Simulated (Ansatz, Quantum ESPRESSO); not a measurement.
# Charging honeycomb PN, 1 layer, part 4 of 5

Wanted: the capacitance of honeycomb PN, 1 layer by the effective screening medium.

Quantum ESPRESSO 7.5; plane-wave DFT, LDA, GBRV ultrasoft pseudopotentials; geometry by Ansatz 0.2.0 with PAW datasets.

So far. Step 8 (SCF with pw.x: charge 0.0387 e): The electrode's potential over the Fermi level goes from 9.753 to 12.859 eV, the far face's from 7.542 to 7.525 eV. Step 8 (SCF with pw.x: charge 0.0387 e): Gauss's law asks for a slope of 180.95 q/A = 1.087 eV/Å in the gap; the run gives 1.088.

### 10. Ground state: between two electrodes with a field of 0.002 Ry/bohr

bc2 puts electrodes at both ends of the cell; esm_efield times the cell length sets the bias between them, and the slab stays neutral.

Contents of bc2.in:

```
&control
  prefix = 'bc2'
  outdir = './out'
  pseudo_dir = './pseudo'
  calculation = 'scf'
  tprnfor = .true.
/
&system
  ibrav = 0
  nat = 2
  ntyp = 2
  ecutwfc = 40
  ecutrho = 200
  occupations = 'smearing'
  smearing = 'fd'
  degauss = 0.004
  assume_isolated = 'esm'
  esm_bc = 'bc2'
  esm_efield = 0.002
/
&electrons
  conv_thr = 1e-07
  mixing_beta = 0.4
  electron_maxstep = 120
  mixing_mode = 'local-TF'
/
ATOMIC_SPECIES
  N   14.0070  n_lda_v1.2.uspp.F.UPF
  P   30.9738  p_lda_v1.5.uspp.F.UPF
CELL_PARAMETERS angstrom
  2.72802052999298 -0.00000000000000 0.00000000000000
  -1.36401026499649 2.36253508101941 -0.00000000000000
  0.00000000000000 -0.00000000000000 16.86000000000000
ATOMIC_POSITIONS crystal
  N   0.666666666667 0.333333333333 -0.025715096276
  P   0.333333333333 0.666666666667 0.025715096276
K_POINTS automatic
  36 36 1 0 0 0
```

Command:

```
$ OMP_NUM_THREADS=1 mpirun -n 2 pw.x -nk 2 -in bc2.in > bc2.out
```

The program printed:

```text
[banner, memory and clock lines left out]
Program PWSCF v.7.5 starts
[citation notice left out]

[...]
Message from routine setup:
[...]
bravais-lattice index     =            0
     lattice parameter (alat)  =       5.1552  a.u.
     unit-cell volume          =     733.2973 (a.u.)^3
     number of atoms/cell      =            2
     number of atomic types    =            2
     number of electrons       =        10.00
     number of Kohn-Sham states=            9
     kinetic-energy cutoff     =      40.0000  Ry
     charge density cutoff     =     200.0000  Ry
     scf convergence threshold =      1.0E-07
     mixing beta               =       0.4000
     number of iterations used =            8  local-TF  mixing
     Exchange-correlation=  SLA  PZ   NOGX NOGC
                           (   1   1   0   0   0   0   0)

     Effective Screening Medium Method
     Boundary Conditions: Metal-Slab-Metal
     total charge in unit cell        =   0.0000
     field strength                   =   0.0020 Ry/a.u.
     grid points for fit at edges     =        4

[...]
PseudoPot. # 1 for N  read from file:
     ./pseudo/n_lda_v1.2.uspp.F.UPF
     Pseudo is Ultrasoft + core correction, Zval =  5.0
     Generated by new atomic code, or converted to UPF format
     Using radial grid of  729 points,  4 beta functions with:
                l(1) =   0
                l(2) =   0
                l(3) =   1
                l(4) =   1
     Q(r) pseudized with  8 coefficients,  rinner =    0.900   0.900   0.900

     PseudoPot. # 2 for P  read from file:
     ./pseudo/p_lda_v1.5.uspp.F.UPF
     Pseudo is Ultrasoft + core correction, Zval =  5.0
     Generated by new atomic code, or converted to UPF format
     Using radial grid of  903 points,  6 beta functions with:
                l(1) =   0
                l(2) =   0
                l(3) =   1
                l(4) =   1
                l(5) =   2
                l(6) =   2
     Q(r) pseudized with  8 coefficients,  rinner =    1.300   1.300   1.300
                                                       1.300   1.300

     atomic species   valence    mass     pseudopotential
     N                 5.00    14.00700     N ( 1.00)
     P                 5.00    30.97380     P ( 1.00)

      6 Sym. Ops. (no inversion) found

[...]
number of k points=   127  Fermi-Dirac smearing, width (Ry)=  0.0040

     Number of k-points >= 100: set verbosity='high' to print them.

     Dense  grid:    35093 G-vectors     FFT dimensions: (  24,  24, 144)

     Smooth grid:    25131 G-vectors     FFT dimensions: (  24,  24, 135)

     Initial potential from superposition of free atoms

     starting charge       9.9998, renormalised to      10.0000

     negative rho (up, down):  6.659E-05 0.000E+00
     Starting wfcs are    8 randomized atomic wfcs +    1 random wfcs

     per-process dynamical memory:    54.0 Mb

     Self-consistent Calculation

     iteration #  1     ecut=    40.00 Ry     beta= 0.40
     Davidson diagonalization with overlap
     ethr =  1.00E-02,  avg # of iterations = 15.6

     negative rho (up, down):  1.047E-04 0.000E+00

     total energy              =     -35.58595636 Ry
     estimated scf accuracy    <       0.51854131 Ry

     iteration #  2     ecut=    40.00 Ry     beta= 0.40
[...]
negative rho (up, down):  1.029E-04 0.000E+00

[...]
total energy              =     -35.58185386 Ry
     estimated scf accuracy    <       0.12581985 Ry

     iteration #  3     ecut=    40.00 Ry     beta= 0.40
[...]
negative rho (up, down):  7.785E-05 0.000E+00

[...]
total energy              =     -35.65924741 Ry
     estimated scf accuracy    <       0.01370222 Ry

     iteration #  4     ecut=    40.00 Ry     beta= 0.40
[...]
c_bands:  1 eigenvalues not converged
     c_bands:  1 eigenvalues not converged
     c_bands:  1 eigenvalues not converged
     c_bands:  1 eigenvalues not converged
     c_bands:  1 eigenvalues not converged
     c_bands:  1 eigenvalues not converged
     c_bands:  1 eigenvalues not converged
[...]
negative rho (up, down):  1.676E-04 0.000E+00

[...]
total energy              =     -35.67549399 Ry
     estimated scf accuracy    <       0.00300452 Ry

     iteration #  5     ecut=    40.00 Ry     beta= 0.40
[...]
c_bands:  1 eigenvalues not converged
     c_bands:  1 eigenvalues not converged
     c_bands:  1 eigenvalues not converged
     c_bands:  1 eigenvalues not converged
     c_bands:  1 eigenvalues not converged
     c_bands:  1 eigenvalues not converged
     c_bands:  1 eigenvalues not converged
     c_bands:  1 eigenvalues not converged
     c_bands:  1 eigenvalues not converged
     c_bands:  1 eigenvalues not converged
     c_bands:  1 eigenvalues not converged
     c_bands:  1 eigenvalues not converged
     c_bands:  1 eigenvalues not converged
     c_bands:  2 eigenvalues not converged
     c_bands:  2 eigenvalues not converged
     c_bands:  2 eigenvalues not converged
     c_bands:  2 eigenvalues not converged
     c_bands:  1 eigenvalues not converged
     c_bands:  1 eigenvalues not converged
     c_bands:  1 eigenvalues not converged
     c_bands:  1 eigenvalues not converged
     c_bands:  1 eigenvalues not converged
     c_bands:  1 eigenvalues not converged
     c_bands:  1 eigenvalues not converged
     c_bands:  1 eigenvalues not converged
     c_bands:  1 eigenvalues not converged
     c_bands:  1 eigenvalues not converged
[...]
negative rho (up, down):  2.451E-04 0.000E+00

[...]
total energy              =     -35.67709137 Ry
     estimated scf accuracy    <       0.00094677 Ry

     iteration #  6     ecut=    40.00 Ry     beta= 0.40
[...]
c_bands:  1 eigenvalues not converged
     c_bands:  1 eigenvalues not converged
     c_bands:  1 eigenvalues not converged
     c_bands:  1 eigenvalues not converged
     c_bands:  1 eigenvalues not converged
     c_bands:  1 eigenvalues not converged
     c_bands:  1 eigenvalues not converged
     c_bands:  1 eigenvalues not converged
     c_bands:  2 eigenvalues not converged
     c_bands:  2 eigenvalues not converged
     c_bands:  1 eigenvalues not converged
     c_bands:  3 eigenvalues not converged
     c_bands:  3 eigenvalues not converged
     c_bands:  2 eigenvalues not converged
     c_bands:  3 eigenvalues not converged
[...]
negative rho (up, down):  3.018E-04 0.000E+00

[...]
total energy              =     -35.67744627 Ry
     estimated scf accuracy    <       0.00012153 Ry

[...]
iteration # 10     ecut=    40.00 Ry     beta= 0.40
[...]
negative rho (up, down):  1.512E-04 0.000E+00

[...]
total energy              =     -35.67763718 Ry
     estimated scf accuracy    <       0.00000084 Ry

     iteration # 11     ecut=    40.00 Ry     beta= 0.40
[...]
negative rho (up, down):  1.799E-04 0.000E+00

[...]
total energy              =     -35.67763500 Ry
     estimated scf accuracy    <       0.00000016 Ry

     iteration # 12     ecut=    40.00 Ry     beta= 0.40
[...]
c_bands:  1 eigenvalues not converged
[...]
negative rho (up, down):  1.858E-04 0.000E+00

[...]
total energy              =     -35.67763446 Ry
     estimated scf accuracy    <       0.00000037 Ry

     iteration # 13     ecut=    40.00 Ry     beta= 0.40
[...]
negative rho (up, down):  2.058E-04 0.000E+00

[...]
End of self-consistent calculation

     Number of k-points >= 100: set verbosity='high' to print the bands.

     the Fermi energy is    -5.9338 ev

!    total energy              =     -35.67763237 Ry
     estimated scf accuracy    <       0.00000004 Ry
     smearing contrib. (-TS)   =      -0.00000000 Ry
     internal energy E=F+TS    =     -35.67763237 Ry

     The total energy is F=E-TS. E is the sum of the following terms:
     one-electron contribution =    -787.53959082 Ry
     hartree contribution      =     394.23984769 Ry
     xc contribution           =     -11.26616955 Ry
     ewald contribution        =     368.88828030 Ry

     convergence has been achieved in  13 iterations

     negative rho (up, down):  2.058E-04 0.000E+00

     Forces acting on atoms (cartesian axes, Ry/au):

     atom    1 type  1   force =     0.00000000    0.00000000    0.02089677
     atom    2 type  2   force =     0.00000000   -0.00000000   -0.02101348

     Total force =     0.029635     Total SCF correction =     0.000398

[...]
```

Elapsed: 63 s, on 2 MPI ranks of Arm Neoverse V2, shared host; peak memory 0.23 GiB.

Numbers from this step:

```
Fermi energy                                                   : -5.934 eV
slope of the potential below                                   : 0.001407 eV/Å
vacuum line at the lower end of the cell, over the Fermi level : 6.801 eV
slope of the potential above                                   : 0.001435 eV/Å
vacuum line at the upper end of the cell, over the Fermi level : 5.934 eV
```

Electrostatic potential energy of an electron; zero at the Fermi level, which the smearing puts inside the gap. Table of potential energy, planar mean by z:

```csv
z (Å),"potential energy, planar mean (eV)"
-8,6.80
-7,6.80
-6,6.80
-5,6.81
-4,6.81
-3,6.80
-2,6.64
-1,1.40
0,-18.2
1,-7.45
2,5.14
3,5.89
4,5.93
5,5.93
6,5.93
7,5.93
8,5.93
```

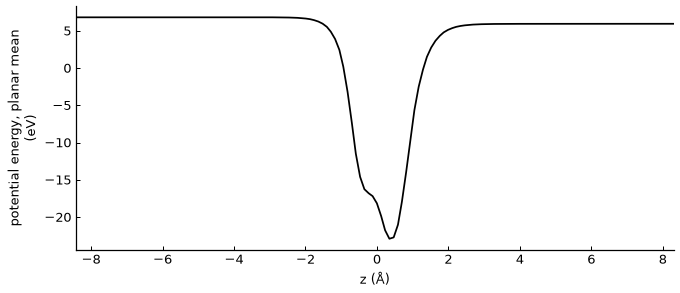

Potential energy, planar mean against z.

The set field of 0.051 V/Å over 16.9 Å is a bias of 0.87 V; the two ends of the cell differ by 0.87 eV. The slope in the vacuum is 0.001 eV/Å in size, next to nothing, because the sheet's own dipole step takes up about all of the bias.

(Part 4 of 5 ends here.)

[Logs are printed without paths, hosts, clocks, repeated set-up lines and the standing remarks that a program may print on its own settings, such as how far it seeks lower states.]

[Hosts, paths, dates, database ids (printed as entryN), source tags and the programs' standing remarks are cut or masked in the printed files.]

[Maps of the electrostatic potential energy from Ansatz leave out the sawtooth potential of an applied field or a dipole correction, so their vacuum need not be flat; planar profiles and work functions include it.]
